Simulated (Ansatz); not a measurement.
**Pd: what SCF settings change, part 1 of 2**

Wanted: the cost and the effect of other mixers, smearings and limits on one cell of Pd. The cell (1 atom) is Pd in its deposited structure (space group Fm-3m). Source: COD entry 1011105.

Program: Ansatz 0.2.0. Level of theory: DFT r2SCAN, PAW, plane waves, scalar-relativistic. These are calculated values, not measurements.

## 1. The starting structure

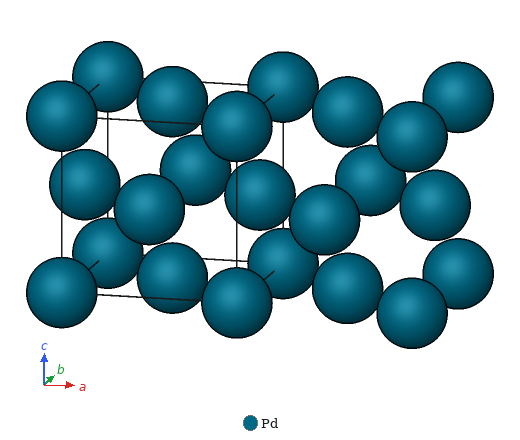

Start, viewed slightly off an axis; palladium blue. 2×1×1 cells are drawn. Atoms on the faces are drawn again on the opposite ones. The cell drawn here is the conventional one.

As a file:

```xyz
1
Lattice="0.0000 1.9395 1.9395 1.9395 0.0000 1.9395 1.9395 1.9395 0.0000" Properties=species:S:1:pos:R:3 pbc="T T T"
Pd    0.0000    0.0000    0.0000
```

Atoms are counted from 1 in the order of input.yaml (Pd1 and so on).

Changes shown after the default run: MSR1 mixing, preconditioner Kerker; linear mixing, β 0.2, no preconditioner; Fermi–Dirac width 0.003 eV, no switch to direct minimisation; linear mixing, β 0.1, no preconditioner; k-point mesh 7x7x7; linear mixing, β 0.5, no preconditioner; fixed occupations; Fermi–Dirac smearing, width 0.3 eV; Methfessel–Paxton smearing, width 0.3 eV; Broyden, β 0.7, history 8, no preconditioner.

The search for lower states is off throughout, and inputs that name a mixer don't switch to direct minimisation unless they say so. Spin polarisation is off.

## 2. Default SCF settings

Input file input.yaml:

```yaml
crystal:
  lattice:
    - [0.0, 1.9395, 1.9395]
    - [1.9395, 0.0, 1.9395]
    - [1.9395, 1.9395, 0.0]
  atoms:
    - { symbol: Pd, position: [0.0, 0.0, 0.0] }
hamiltonian:
  xc: r2scan
  pseudopotentials: { kind: paw }
basis:
  ecutwfc: 500
kpoints:
  mp_grid: { grid: [13, 13, 13] }
scf:
  occupations: { method: fermi_dirac, width: 0.1 }
  lower_state_search: "off"
output:
  forces: true
  stress: true
  write_density: true
  write_potential: true
  elf: true
  volumetric_format: npy
```

On the command line:

```bash
$ ansatz run input.yaml --threads 2 --pin off --max-ram 5120MiB --backend cpu --events-out ev --progress --plain --runs-dir out
```

What it wrote, cut to the lines that bear on the results:

```text
[...]
Pseudopotentials: kind: paw
Pseudopotential: Pd, paw, valence charge 18, recommended cutoff 500 eV (meta_gga), Pd.paw.azcp
Functional definition: r2SCAN
[...]
Crystal: 1 atoms, lattice volume = 14.591 Å³
Basis set: ecut = 500 eV, 339 PW (Γ), exchange–correlation on 96×96×96 points (64 copies of the dense FFT grid, shifted against one another)
Bands: 13, of which v1, the nominal top of the filled ones, is band 9 counted from 1 (8 counted from 0)
Symmetry: 48 space group operations
Space group: Fm-3m (ITA 225), of the structure as read, at distance tolerance 2.4e-5 Å
k-points: 84 of 2197
[...]
SCF iter   1: F=-6985.748107 eV  HF=-6985.762917 eV  |F-HF|=1.48e-2  |Δ(HF+E_count)|=         —  Δρ=2.11e-2  dr2=4.87e-2  dr2_τ=9.58e-3  ethr=1.77e-3  ⟨swp⟩=5.2  Hψ=6759  notcnv=0
[...]
SCF iter   8: F=-6985.768372 eV  HF=-6985.768372 eV  |F-HF|=6.31e-9  |Δ(HF+E_count)|=   3.03e-8  Δρ=8.68e-6  dr2=9.58e-9  dr2_τ=3.27e-10  ethr=5.56e-10  ⟨swp⟩=7.1  Hψ=5441  notcnv=0
[...]
SCF converged after 8 iterations
Free energy (F): -6985.768372 eV
[...]
E sigma→0 (E₀):  -6985.740958 eV
Entropy (-TS):   -0.054829 eV (-54.829 meV/atom)
Fermi energy:    19.938447 eV
[...]
--- Forces (eV/Å), atoms counted from 1 ---
  atom   1  Pd    -0.00000000    -0.00000000     0.00000000
[...]
--- Stress (GPa, compression-positive) ---
        4.746140       0.000000      -0.000000
        0.000000       4.746140      -0.000000
       -0.000000      -0.000000       4.746140
  P = ⅓ Tr σ = 4.7461 GPa (47.461 kbar)
--- Band table (eV; the first three rows and the last of 84) ---
  k-point 0: bands = ["-66.5790", "-31.2314", "-31.2314", "-31.2314", "12.6662", "16.9296", "16.9296", "16.9296", "18.5658", "18.5658", "37.6542", "42.6337", "42.6337"]
[...]
```

It took 1.7 s on 2 threads of Arm Neoverse V2, shared host; peak memory 0.33 GiB.

The reference: 8 iterations with the default settings (MSR1 mixing, preconditioner none); with no gap on the k-mesh.

The maps below are laid out on this run's own conventional cell (a, b, c = 3.879, 3.879, 3.879 Å).

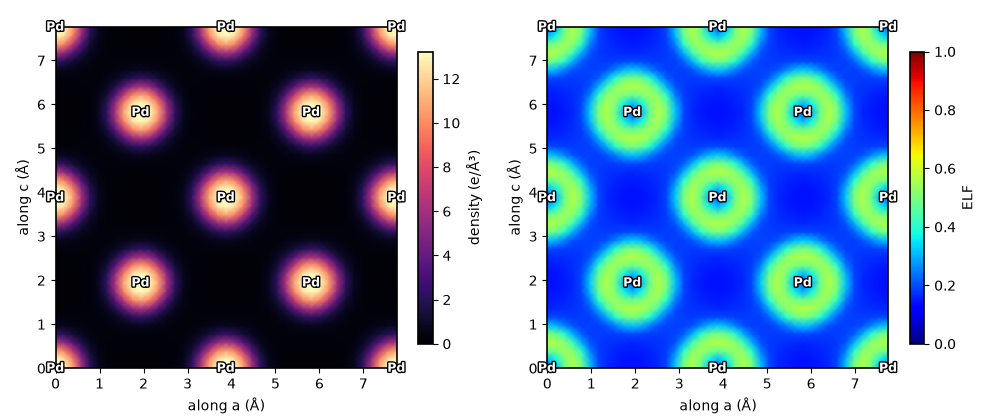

Density (left) and ELF (right) in a lattice plane of the grid's cell (edges 3.88 and 3.88 Å, at 0.000 of the third edge), which holds Pd. Only atoms in the plane are labelled. Both are smooth fields of the valence electrons: close to the nuclei they are not physical.

## 3. MSR1 mixing, preconditioner Kerker

Edit input.yaml of step 2 so:

```diff
@@ -17,2 +17,5 @@
   lower_state_search: "off"
+  algorithm: density_mixing
+  max_iter: 70
+  mixing: { algorithm: msr1, preconditioner: kerker }
 output:
@@ -20,5 +23 @@
   stress: true
-  write_density: true
-  write_potential: true
-  elf: true
-  volumetric_format: npy
```

On the command line:

```bash
$ ansatz run input.yaml --threads 2 --pin off --max-ram 5120MiB --backend cpu --events-out ev --progress --plain --runs-dir out
```

What it wrote, cut to the lines that bear on the results:

```text
[... 22 lines as in an earlier run ...]
SCF iter   1: F=-6985.748107 eV  HF=-6985.762917 eV  |F-HF|=1.48e-2  |Δ(HF+E_count)|=         —  Δρ=2.11e-2  dr2=4.87e-2  dr2_τ=9.58e-3  ethr=1.77e-3  ⟨swp⟩=5.2  Hψ=6759  notcnv=0
[...]
SCF iter   7: F=-6985.768372 eV  HF=-6985.768372 eV  |F-HF|=2.37e-8  |Δ(HF+E_count)|=   7.82e-7  Δρ=1.80e-5  dr2=3.62e-8  dr2_τ=9.73e-10  ethr=5.56e-10  ⟨swp⟩=3.0  Hψ=4074  notcnv=0
[...]
SCF converged after 7 iterations
Free energy (F): -6985.768372 eV
[...]
E sigma→0 (E₀):  -6985.740958 eV
Entropy (-TS):   -0.054829 eV (-54.829 meV/atom)
Fermi energy:    19.938497 eV
[... 25 lines left out: energy terms, forces, stress ...]
```

Run time: 1.3 s. Hardware: 2 threads of Arm Neoverse V2, shared host; peak memory 0.32 GiB.

7 iterations against 8; the same free energy.

## 4. Linear mixing, β 0.2, no preconditioner

Edit input.yaml of step 3 so:

```diff
@@ -19,3 +19,3 @@
   max_iter: 70
-  mixing: { algorithm: msr1, preconditioner: kerker }
+  mixing: { algorithm: anderson, ndim: 1, beta: 0.2, preconditioner: none }
 output:
```

On the command line:

```bash
$ ansatz run input.yaml --threads 2 --pin off --max-ram 5120MiB --backend cpu --events-out ev --progress --plain --runs-dir out
```

What it wrote, cut to the lines that bear on the results:

```text
[... 22 lines as in an earlier run ...]
SCF iter   1: F=-6985.748107 eV  HF=-6985.762917 eV  |F-HF|=1.48e-2  |Δ(HF+E_count)|=         —  Δρ=2.11e-2  dr2=4.87e-2  dr2_τ=9.58e-3  ethr=1.77e-3  ⟨swp⟩=5.2  Hψ=6759  notcnv=0
[...]
SCF iter  26: F=-6985.768372 eV  HF=-6985.768372 eV  |F-HF|=2.35e-8  |Δ(HF+E_count)|=   1.31e-8  Δρ=4.17e-5  dr2=8.23e-8  dr2_τ=4.41e-9  ethr=5.56e-10  ⟨swp⟩=3.0  Hψ=2969  notcnv=0
[...]
SCF converged after 26 iterations
Stability not checked: this state was not tested for a lower state beside it, because the mixer in use, unlike msr1, does not test its closes by its own steps (another_mixer; see scf.mixing.algorithm and scf.lower_state_search)
Free energy (F): -6985.768372 eV
[...]
E sigma→0 (E₀):  -6985.740958 eV
Entropy (-TS):   -0.054829 eV (-54.829 meV/atom)
Fermi energy:    19.938165 eV
[... 25 lines left out: energy terms, forces, stress ...]
```

Run time: 2.5 s. Hardware: 2 threads of Arm Neoverse V2, shared host; peak memory 0.32 GiB.

26 iterations against 8; the same free energy.

## 5. Fermi–Dirac width 0.003 eV, no switch to direct minimisation

Edit input.yaml of step 4 so:

```diff
@@ -15,3 +15,3 @@
 scf:
-  occupations: { method: fermi_dirac, width: 0.1 }
+  occupations: { method: fermi_dirac, width: 0.003 }
   lower_state_search: "off"
@@ -19,3 +19,3 @@
   max_iter: 70
-  mixing: { algorithm: anderson, ndim: 1, beta: 0.2, preconditioner: none }
+  mixing: {}
 output:
```

On the command line:

```bash
$ ansatz run input.yaml --threads 2 --pin off --max-ram 5120MiB --backend cpu --events-out ev --progress --plain --runs-dir out
```

What it wrote:

```text
[... 22 lines as in an earlier run ...]
SCF iter   1: F=-6985.717342 eV  HF=-6985.731832 eV  |F-HF|=1.45e-2  |Δ(HF+E_count)|=         —  Δρ=2.13e-2  dr2=4.87e-2  dr2_τ=9.68e-3  ethr=1.77e-3  ⟨swp⟩=6.0  Hψ=6723  notcnv=0
preconditioner: auto → none  [insulator: Δε(μ)=0.019 eV  Ē_g=15.086 eV  σ=0.003 eV  W_gap=0.66  n_scr=8 (ndim 8)  ℏωp=30.7 eV  f_vac=0.000  D(μ)=3.66/eV (n_scr^D=64)  ε∞_Penn≈5.2]
SCF iter   2: F=-6985.731378 eV  HF=-6985.740677 eV  |F-HF|=9.30e-3  |Δ(HF+E_count)|=   8.85e-3  Δρ=1.21e-2  dr2=1.08e-2  dr2_τ=1.74e-3  ethr=2.71e-4  ⟨swp⟩=2.5  Hψ=2675  notcnv=0  defer=10
SCF iter   3: F=-6985.737623 eV  HF=-6985.737740 eV  |F-HF|=1.17e-4  |Δ(HF+E_count)|=   2.94e-3  Δρ=4.83e-3  dr2=1.13e-3  dr2_τ=7.18e-5  ethr=6.00e-5  ⟨swp⟩=2.1  Hψ=2173  notcnv=0  defer=10
SCF iter   4: F=-6985.737647 eV  HF=-6985.737708 eV  |F-HF|=6.03e-5  |Δ(HF+E_count)|=   3.18e-5  Δρ=1.03e-3  dr2=1.23e-4  dr2_τ=5.07e-6  ethr=6.26e-6  ⟨swp⟩=2.9  Hψ=2266  notcnv=0  defer=10
SCF iter   5: F=-6985.737688 eV  HF=-6985.737689 eV  |F-HF|=4.97e-7  |Δ(HF+E_count)|=   1.89e-5  Δρ=1.08e-4  dr2=1.46e-6  dr2_τ=4.07e-8  ethr=6.86e-7  ⟨swp⟩=2.2  Hψ=2064  notcnv=0  defer=10
SCF iter   6: F=-6985.737688 eV  HF=-6985.737688 eV  |F-HF|=2.64e-9  |Δ(HF+E_count)|=   1.15e-6  Δρ=9.71e-6  dr2=6.12e-9  dr2_τ=1.49e-9  ethr=5.56e-10  ⟨swp⟩=3.0  Hψ=4185  notcnv=0
SCF iter   7: F=-6985.737688 eV  HF=-6985.737688 eV  |F-HF|=7.77e-10  |Δ(HF+E_count)|=   6.97e-9  Δρ=3.11e-6  dr2=1.31e-9  dr2_τ=3.10e-11  ethr=3.40e-11  ⟨swp⟩=2.0  Hψ=3219  notcnv=0
SCF 1 converged in 7 iterations: F = -6985.737688 eV  dr2 = 1.31e-9
SCF converged after 7 iterations
Free energy (F): -6985.737688 eV
Harris-Foulkes:  -6985.737688 eV  (|F-HF|=7.77e-10)
Internal energy: -6985.737588 eV  (E = F + TS)
E sigma→0 (E₀):  -6985.737638 eV
Entropy (-TS):   -0.000099 eV (-0.099 meV/atom)
Fermi energy:    19.910204 eV
--- Per-component energies (eV) ---
  E_band       = -149.713735
  E_kinetic    = 515.905899
  E_local      = -1738.193466  (includes V_loc(G=0)·N_el)
  E_nonlocal   = 217.714567
  E_hartree    = 709.195499
  E_xc         = -160.511331
  E_vxc        = -232.779865  (∫ρ·V_xc dr)
  E_paw        = -3772.164779  (= ΣΔE_a)
  E_vpaw       = -347.851041  (= ΣTr[D̂ρ^β])
  E_aug_tail   = 0.000109  (compensation charges beyond the density's cutoff)
  E_vtau       = 17.097152  (kinetic-family band-sum trace: ∫τ·v_τ [+ j·A + Jᵃ·Aᵃ] dr)
  E_ewald      = -2757.232000
  E_core_change = -0.452087  (= ΣΔE_core)
  E_smearing   = -0.000099  (= −TS)
  E_closure    = 0.000000  (closes the sum)
  Σ components = -6985.737688   (vs F -6985.737688, Δ=0.00e0)
--- Forces (eV/Å), atoms counted from 1 ---
  atom   1  Pd    -0.00000000    -0.00000000    -0.00000000
  max |Σ_I F_I| component: 3.90e-32 eV/Å
--- Stress (GPa, compression-positive) ---
        4.378241      -0.000000       0.000000
        0.000000       4.378241       0.000000
        0.000000       0.000000       4.378241
  P = ⅓ Tr σ = 4.3782 GPa (43.782 kbar)
```

Run time: 1.4 s. Hardware: 2 threads of Arm Neoverse V2, shared host; peak memory 0.32 GiB.

It takes 7 iterations (default 8). Against the default run: free energy shifted by +30.7 meV/atom, zero-width estimate shifted by +3.3 meV/atom, pressure 4.4 GPa against 4.7.

## 6. Linear mixing, β 0.1, no preconditioner

Edit input.yaml of step 5 so:

```diff
@@ -15,3 +15,3 @@
 scf:
-  occupations: { method: fermi_dirac, width: 0.003 }
+  occupations: { method: fermi_dirac, width: 0.1 }
   lower_state_search: "off"
@@ -19,3 +19,3 @@
   max_iter: 70
-  mixing: {}
+  mixing: { algorithm: anderson, ndim: 1, beta: 0.1, preconditioner: none }
 output:
```

On the command line:

```bash
$ ansatz run input.yaml --threads 2 --pin off --max-ram 5120MiB --backend cpu --events-out ev --progress --plain --runs-dir out
```

What it wrote, cut to the lines that bear on the results:

```text
[... 22 lines as in an earlier run ...]
SCF iter   1: F=-6985.748107 eV  HF=-6985.762917 eV  |F-HF|=1.48e-2  |Δ(HF+E_count)|=         —  Δρ=2.11e-2  dr2=4.87e-2  dr2_τ=9.58e-3  ethr=1.77e-3  ⟨swp⟩=5.2  Hψ=6759  notcnv=0
[...]
SCF iter  54: F=-6985.768372 eV  HF=-6985.768372 eV  |F-HF|=1.82e-8  |Δ(HF+E_count)|=   4.51e-9  Δρ=4.23e-5  dr2=8.39e-8  dr2_τ=4.73e-9  ethr=5.56e-10  ⟨swp⟩=2.4  Hψ=2244  notcnv=0
[...]
SCF converged after 54 iterations
[... 1 line as in an earlier run ...]
Free energy (F): -6985.768372 eV
[...]
E sigma→0 (E₀):  -6985.740958 eV
Entropy (-TS):   -0.054829 eV (-54.829 meV/atom)
Fermi energy:    19.938165 eV
[... 25 lines left out: energy terms, forces, stress ...]
```

Run time: 4.4 s. Hardware: 2 threads of Arm Neoverse V2, shared host; peak memory 0.32 GiB.

Compared with step 2: the same free energy; 54 iterations in place of 8.

(Continued in part 2 of 2.)
